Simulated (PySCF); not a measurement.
C₂H₆GeO, SMILES C(=O)[CH2][GeH3], PBE0/def2-SVP optimised geometry. Atoms within 1.6 Å of the plane z = 0.0 Å (x, y, z in Å): O1 (1.48, -0.56, 0.00), C2 (0.27, -0.56, 0.00), C3 (-0.58, 0.66, 0.00), H5 (-0.30, -1.53, 0.03), H6 (0.00, 1.53, -0.36), H7 (-1.48, 0.52, -0.62).

Level of theory: PBE0/def2-TZVP (PySCF). Cells within 0.4 Å of a nucleus heavier than hydrogen are left out (blank, or x).

Map of the electron localisation function on the plane z = 0.0 Å:

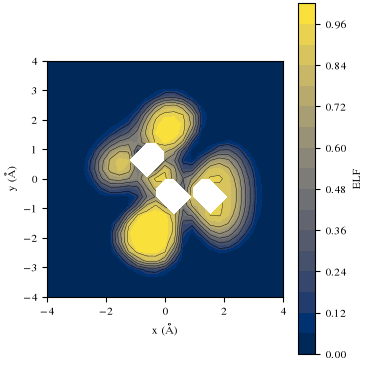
Figure. Electron localisation function on the plane z = 0.0 Å.
